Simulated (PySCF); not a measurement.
## Electronic structure of C₅H₆F₂O₂ (SMILES O=C1OCC1(CF)CF) in real space

Input

```
{"job": {"kind": "nmr", "xc": "BHandHLYP", "basis": "pcSseg-1", "every": 1, "pop": false}, "charge": 0, "multiplicity": 1}
O     -1.469036     0.019126    -2.176712
C     -1.074397     0.404613    -1.133623
O     -1.333610     1.508575    -0.391396
C      0.058630     1.477745     0.004364
C     -0.015005    -0.061468    -0.063003
C      1.193789    -0.842090    -0.558570
F      2.160886    -0.903780     0.416162
C     -0.593030    -0.714828     1.187604
F     -1.623659    -0.005117     1.726990
H      0.706024     1.933723    -0.743480
H      0.202407     1.935245     0.985393
H      0.921741    -1.873389    -0.805068
H      1.650123    -0.358821    -1.427701
H      0.186198    -0.781333     1.956568
H     -0.976015    -1.713149     0.947634
```

Launched as:

```sh
OMP_NUM_THREADS=1 python ens_run.py task.json out
```

Geometry: GFN2-xTB, coordinate held.

All numbers below come from PySCF, BHandHLYP/pcSseg-1, SCF density, gas phase, non-relativistic.

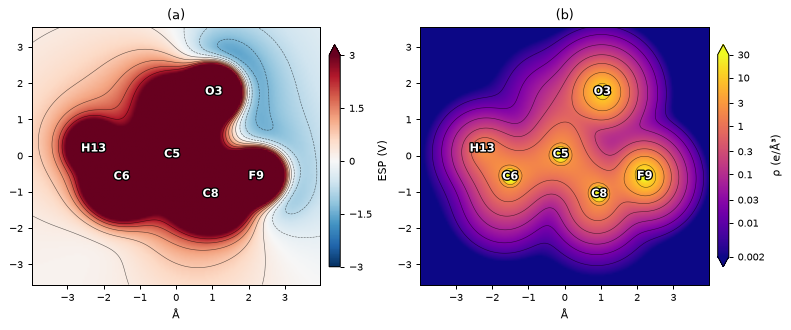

Figure 1. (a) molecular electrostatic potential; (b) electron density on the plane of atoms C6, C5 and C8.

Interpret the plot.

The section cuts through O, C, F and H sites.
C–F (1.36 Å): the density is about 2.2 e/Å³ at the midpoint, with its minimum of 1.7 e/Å³ about 0.5 Å from C.
C–C (1.52 Å): ρ is about 1.7 e/Å³ halfway.
C–H (1.09 Å): the density is about 2.1 e/Å³ at the midpoint.
Outside the dense part of the molecule the potential is most negative (−1.6 V) near O3.

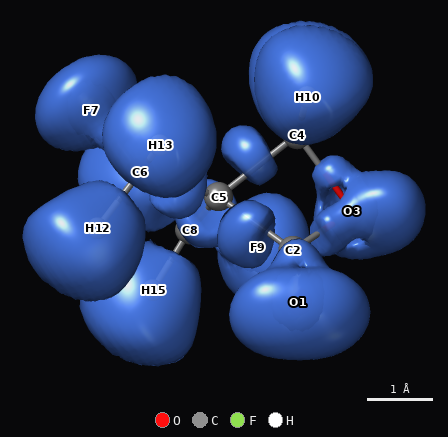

Figure 2. Isosurface of the ELF at 0.75 (blue), seen from one side. Only the valence region is drawn (cores and ρ < 0.01 e/Å³ removed).

Where are the electrons localised?

The ELF exceeds this value in four regions between bonded C–C atoms (shared pairs), six regions around hydrogen nuclei, two regions on F in which the atom's valence shell and bonds are merged and two regions on O in which the atom's valence shell and bonds are merged. Along the contacts the grid gives the following. C–O (1.18 Å): the ELF peaks at about 0.85 between the atoms: a multiple bond. C–F (1.36 Å): the ELF peaks at about 0.85 between the atoms, as expected for a polar covalent bond.

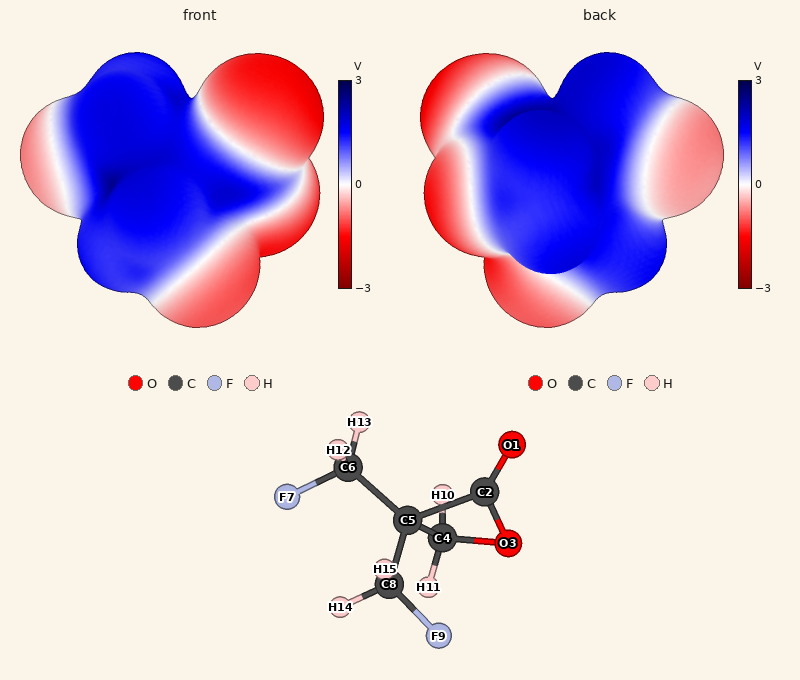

Figure 3. The electrostatic potential painted on the density surface at 0.004 e/bohr³, seen from the front and from behind; red is negative and blue positive. The bare structure is drawn below in the same view.

Describe the electrostatic potential map.

The most negative region (about −1.7 V) lies over O1, the most positive (about +2.3 V) over the π face of C2, C4, C6 and C8. O1 is the likeliest acceptor of a hydrogen bond.

What dipole moment does the calculation give?

Its dipole moment is 3.02 D.
